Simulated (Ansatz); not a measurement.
# ZnS under a change: x(Se) = 0.75, 8 atoms, P-43m

Base system: ZnS in the zinc blende structure (space group F-43m, No. 216; a = 5.443 Å).

The other end (x = 1) is ZnSe in the zinc blende structure (space group F-43m, No. 216): 23.55 Å³/atom, gap 1.15 eV.

Modification: a fraction x = 0.75 of the S sites is given to Se, ordered in a cell of 8 atoms (starting symmetry P-43m) and fully relaxed.

Calculations: PBE (Ansatz, an electronic-structure program; PAW; 420 eV plane waves; no spin-orbit coupling). k-mesh 6×6×6 (Γ-centred); smearing 0.05 eV (Fermi–Dirac), for the changed cell.

```json
[
 {"quantity": "volume per atom", "base": "20.16 Å³", "changed": "22.67 Å³", "shift": "+2.504 Å³"},
 {"quantity": "density", "base": "4.01 g/cm³", "changed": "4.86 g/cm³", "shift": "+0.845 g/cm³"},
 {"quantity": "shortest interatomic distance", "base": "2.357 Å", "changed": "2.386 Å", "shift": "+0.029 Å"},
 {"quantity": "band gap", "base": "2.02 eV", "changed": "1.31 eV", "shift": "-0.701 eV"},
 {"quantity": "gap character (in this cell's own zone, which can be folded)", "base": "direct at Γ", "changed": "direct at Γ", "shift": "–"},
 {"quantity": "electron mass", "base": "0.17 mₑ (at Γ)", "changed": "0.11 mₑ (at Γ)", "shift": "–"},
 {"quantity": "hole mass (degenerate bands, along [100])", "base": "0.18, 0.72, 0.72 mₑ (at Γ)", "changed": "0.11, 0.65, 0.65 mₑ (at Γ)", "shift": "–"},
 {"quantity": "mixing energy", "base": "–", "changed": "+7 meV/atom", "shift": "–"},
 {"quantity": "deviation of the volume from the linear (Vegard-type) interpolation", "base": "–", "changed": "-0.2 %", "shift": "–"},
 {"quantity": "bowing parameter b of this ordering, from Eg = [1−x] Eg[0] + x Eg[1] − b x [1−x]", "base": "–", "changed": "0.3 eV", "shift": "–"},
 {"quantity": "mean first-shell distances", "base": "–", "changed": "S–Zn 2.386 Å (end compound 2.357 Å), Se–Zn 2.473 Å (end compound 2.483 Å)", "shift": "–"}
]
```

Final structure:

```
Zn4Se3S
1.0
    5.66008     0.00000     0.00000
    0.00000     5.66008     0.00000
    0.00000     0.00000     5.66008
Se S Zn
3 1 4
Direct
  0.00000   0.00000   0.50000
  0.50000   0.00000   0.00000
  0.00000   0.50000   0.00000
  0.50000   0.50000   0.50000
  0.25660   0.25660   0.74340
  0.74340   0.25660   0.25660
  0.25660   0.74340   0.25660
  0.74340   0.74340   0.74340
```

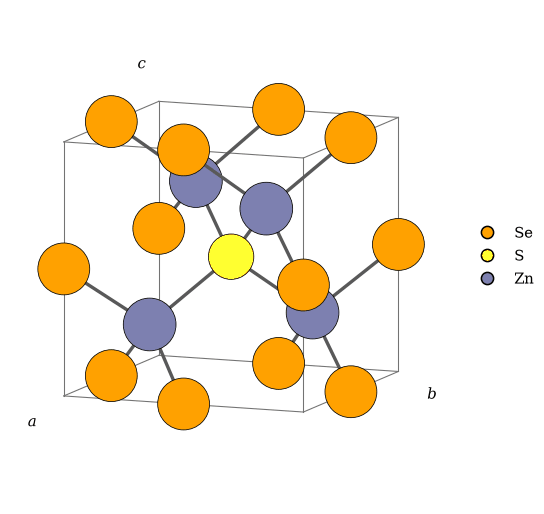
The relaxed conventional cell after the change

Each cell is one ordered arrangement of few atoms, which overstates ordering effects compared with a random alloy. Effective masses come from finite differences of ±0.01 Å⁻¹. Stability against distortions was not tested. Labels are those of the standard path for the cell's own space group.
